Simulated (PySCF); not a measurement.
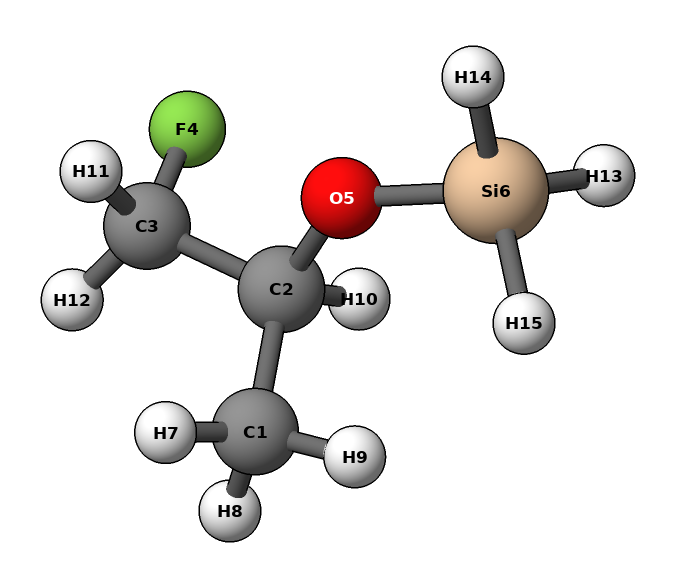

Geometry: a frame of a GFN2-xTB molecular-dynamics simulation, not a minimum. Method: GIAO PBE0/pcSseg-1 NMR shielding, non-relativistic, gas phase (PySCF 2.14.0). Principal shieldings σ11 ≤ σ22 ≤ σ33, span Ω = σ33 − σ11, skew κ = 3(σiso − σ22)/Ω.

Give the shielding tensors of the Si atoms.

| atom | σ11 | σ22 | σ33 | σiso | Ω | κ |
| --- | --- | --- | --- | --- | --- | --- |
| Si6 | 343.8 | 369.1 | 474.1 | 395.7 | 130.3 | 0.61 |

Shieldings and span in ppm.
